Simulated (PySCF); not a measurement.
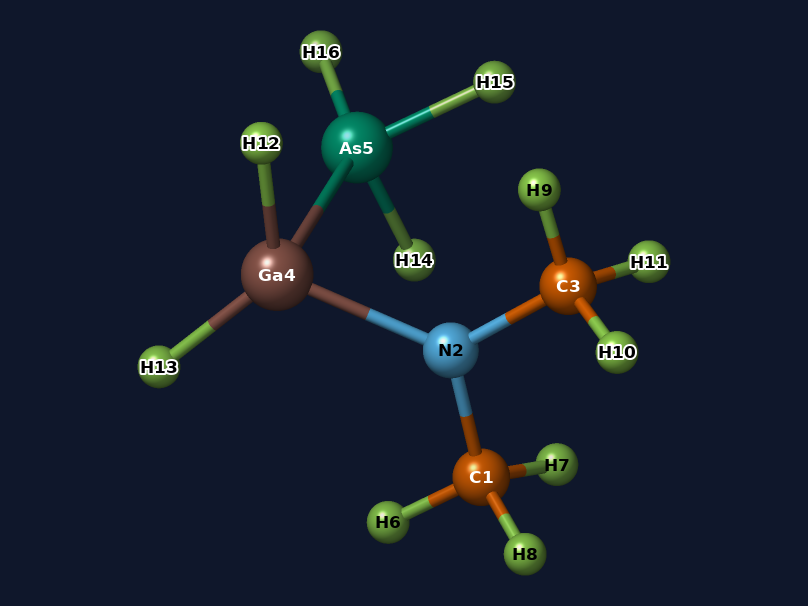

Computed geometry: PBE0-D3(BJ)/def2-SVP optimisation. No frequency run is at hand to confirm it as a minimum. Level of theory: B3LYP/pcJ-1 (pcSseg-1 on As) (pcSseg-1 on Ga) indirect spin-spin coupling, non-relativistic, gas phase (PySCF 2.14.0). Isotopes: 13C, 1H, 15N.

Give the spin–spin coupling constants of these pairs, with the number of bonds between them: C1/N2, N2/C3, N2/H13, N2/H6.

```csv
pair,bonds apart,J (Hz)
"C1, N2",1,−8.2
"N2, C3",1,−8.2
"N2, H13",2,−10.2
"N2, H6",2,−1.9
```
